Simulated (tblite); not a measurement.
# Frequency calculation, with input and output: C$_{4}$H$_{4}$F$_{3}$O$_{2}$

The run: frequency calculation of C$_{4}$H$_{4}$F$_{3}$O$_{2}$, multiplicity 2. Method and program: GFN2-xTB harmonic vibrations, gas phase (tblite 0.8.0).

It belongs to a series of runs on one base structure; here: H added to sp2 C.

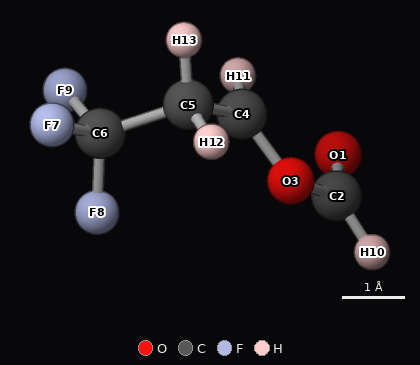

The input geometry (ball-and-stick view, seen at a tilt; atoms are numbered from 1 in the order of the input). Bond lengths as drawn: C–C 1.48 to 1.54 Å, C–F 1.34 Å, C–H 1.08 to 1.10 Å and C–O 1.20 to 1.34 Å.

## Results in brief

```json
{"quantity": "outcome", "value": "converged"}
{"quantity": "total energy", "value": "−894.5495 eV"}
{"quantity": "zero-point energy", "value": "48.6560 kcal/mol"}
{"quantity": "hardware", "value": "1 CPU thread, shared host"}
{"quantity": "peak memory", "value": "0.17 GiB"}
```

## The input
```
{"job": {"kind": "ir", "xc": "GFN2-xTB", "basis": "xTB"}, "charge": 0, "multiplicity": 2}
O     -2.668275    -1.534692     0.799330
C     -2.466416    -0.902213    -0.198769
O     -1.430818    -0.069776    -0.398995
C     -0.516508     0.112952     0.569081
C      0.653437     0.957465     0.249655
C      1.883128     0.110158    -0.109351
F      2.938717     0.880989    -0.406266
F      1.665135    -0.674551    -1.168994
F      2.257412    -0.686410     0.897737
H     -3.094254    -0.900148    -1.098882
H     -0.604589    -0.457243     1.479548
H      0.437265     1.588560    -0.614897
H      0.941378     1.575395     1.104482
```

The first line tells a small driver script what to run in tblite; the rest is the geometry in Å.

Launched with:
```bash
OMP_NUM_THREADS=1 python <driver script> task.json out
```

## The program's output
```
mode    cm-1     km/mol
  1      37.5      0.91
  2      42.0      2.29
  3      55.2      4.08
  4     192.7      3.78
  5     205.7      2.55
  6     282.6      2.00
  7     329.8     17.78
  8     338.5     14.36
  9     416.8     15.77
 10     472.1      9.91
 11     500.4     27.02
 12     516.0      9.33
 13     593.4     42.09
 14     747.9     22.45
 15     798.6      6.77
 16     870.3     17.99
 17     878.3      3.15
 18     989.5     93.33
 19    1061.5    309.81
 20    1081.7    121.78
 21    1120.1    108.61
 22    1142.2    264.96
 23    1172.4     53.60
 24    1192.0     70.20
 25    1249.6     32.28
 26    1309.0     18.48
 27    1341.2     19.33
 28    1404.3     11.84
 29    1735.6    569.45
 30    2887.4     49.50
 31    2965.2      0.59
 32    2999.4      0.58
 33    3106.1      3.41
```

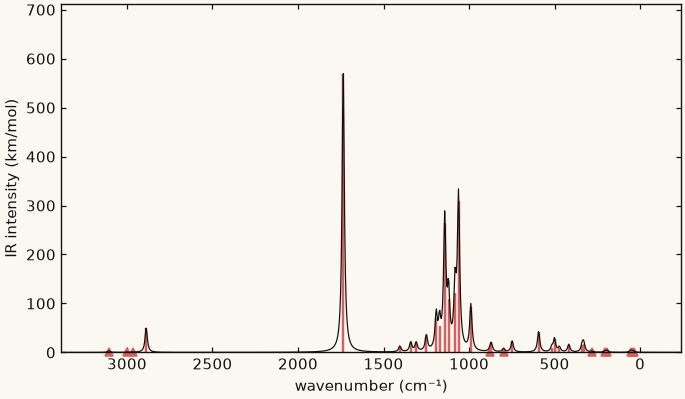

Harmonic infrared spectrum, unscaled: sticks (degenerate modes added up, dark ones marked on the axis) with a Lorentzian envelope of 16 cm⁻¹ full width, scaled to the tallest stick. 33 modes from 38 to 3106 cm⁻¹, none imaginary. The strongest line is at 1736 cm⁻¹ (569 km/mol).
